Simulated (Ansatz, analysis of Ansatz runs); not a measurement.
# Does the charge change how O moves in YScO3 (Pnma)?

One jump of O in YScO3 (Pnma) at several charges. The case: V_O hop (3.0 Å).

Calculated with analysis of Ansatz runs 0.2.0; migration barriers of one hop by charge state from climbing-image bands, LDA; no image-charge correction, which largely cancels along a path.

### Step 1. The structure

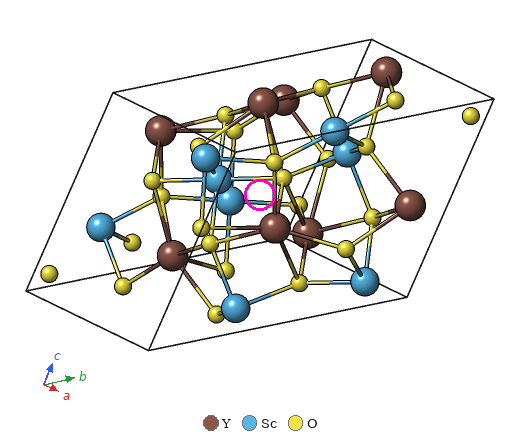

The starting structure, seen slightly off an axis (yttrium brown, scandium blue, oxygen yellow). A ring marks the centre wherever it is empty. Bonds to atoms that aren't drawn are left out. Some periodic images of atoms are drawn too.

The cell holds 39 atoms: 8 Y, 8 Sc and 23 O. Its edges and angles: a = 9.434 Å, b = 7.769 Å, c = 9.607 Å, α = 64.8°, β = 48.2°, γ = 67.1°. It derives from YScO3 (space group Pnma). Nearest the centre at fractional (0.530, 0.190, 0.879): Sc16 at 1.42 Å, O35 at 1.50 Å, Y8 at 2.03 Å, O23 at 2.45 Å, O30 at 2.57 Å, O28 at 2.58 Å, O19 at 2.93 Å, Sc12 at 2.94 Å.

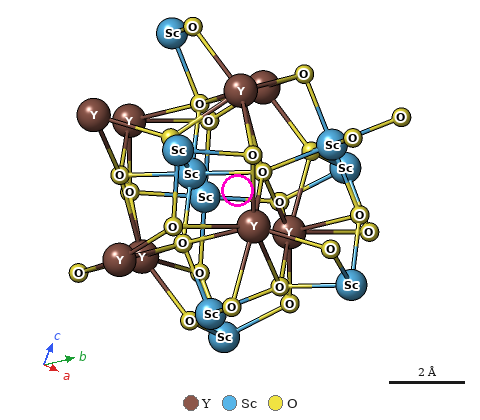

The atoms within 5 Å of the centre. A ring marks the centre wherever it is empty.

As a file:

```xyz
39
Lattice="0.0000 7.7756 5.3416 5.6413 0.0000 5.3416 5.6413 7.7756 0.0000" Properties=species:S:1:pos:R:3 pbc="T T T"
Y     5.2743    5.8317    5.2329
Y     5.2743   13.6074    5.2329
Y     3.1877    1.9439    2.5621
Y     8.8291    9.7196    7.9037
Y     2.4536    5.8317    2.7795
Y     8.0949   13.6074    8.1212
Y     6.0084    1.9439    5.4503
Y     6.0084    9.7196    5.4503
Sc    5.6413    7.7756    2.6708
Sc    5.6413    7.7756    8.0124
Sc    2.8207    3.8878    0.0000
Sc    2.8207    3.8878    5.3416
Sc    8.4620    7.7756    5.3416
Sc    2.8207    7.7756    5.3416
Sc    5.6413    3.8878    2.6708
Sc    0.0000    3.8878    2.6708
O     5.3251    9.7196    8.7056
O     4.5466    3.3604    6.3613
O     4.5466   11.1361    6.3613
O    10.1880    8.3030    6.3613
O     4.5466    8.3030    6.3613
O     3.9154    4.4152    3.6905
O     9.5568   12.1909    9.0321
O     3.9154    7.2482    3.6905
O     9.5568   15.0239    9.0321
O     8.7783    5.8317    6.0348
O     3.1369    5.8317    6.0348
O     8.1458    9.7196    4.6484
O     2.5044    9.7196    4.6484
O     1.7259    3.3604    1.6511
O     7.3673   11.1361    6.9927
O     1.7259    0.5274    1.6511
O     7.3673    8.3030    6.9927
O     6.7361    4.4152    4.3219
O     6.7361   12.1909    4.3219
O     6.7361    7.2482    4.3219
O     1.0947    7.2482    4.3219
O     5.9576    5.8317    1.9776
O     5.9576    5.8317    7.3192
```

The cell's shortest repeat is 7.8 Å.

### Step 2. The bands

Climbing-image bands with Ansatz at one point at (¼, ¼, ¼), on 4 threads of Arm Neoverse V2, shared host:

```
charge  moment (μB)  images  iterations               energies along the band (eV)     time
    +2            0       5          24   0.00, 0.23, 1.17, 1.71, 1.16, 0.37, 0.16   10 min
     0            0       5          21  0.00, 0.36, 1.68, 2.69, 1.58, 0.30, -0.02  9.3 min
```

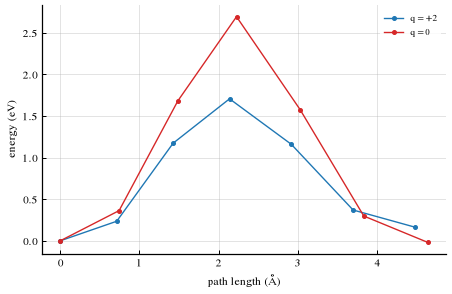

Energy along the path, by charge.

### Step 3. Barriers and rates

Arrhenius rates with an assumed prefactor of 1e13 per second. Table of hop rate by temperature:

```
temperature (K)  charge +2 (1/s)  charge +0 (1/s)
            200          1.0e-30          1.3e-55
            300          2.2e-16          5.7e-33
            400           3.2e-9          1.2e-21
            600           0.0465          2.4e-10
            800              178           1.1e-4
           1000            25155            0.267
```

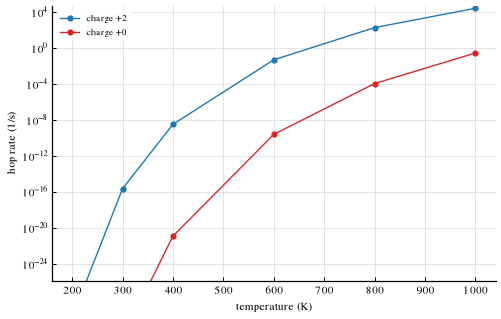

Hop rate against temperature.

### Step 4. What came out

```yaml
barrier_at_charge_plus_2: 1.71 eV
barrier_at_charge_0: 2.69 eV
```

**Reading.** The barrier is lowest at charge +2 (1.71 eV) and highest at 0 (2.69 eV). No image-charge correction is applied. The order of the top as a saddle was not checked for all atoms, so a bent path could be lower. Limits: one k-point off the zone centre stands for the whole zone; periodic copies of the defect are only 7.8 Å apart.

[Logs are printed without paths, hosts, clocks, repeated set-up lines and the standing remarks that a program may print on its own settings, such as how far it seeks lower states.]

[Hosts, paths, dates, database ids (printed as entryN), source tags and the programs' standing remarks are cut or masked in the printed files.]
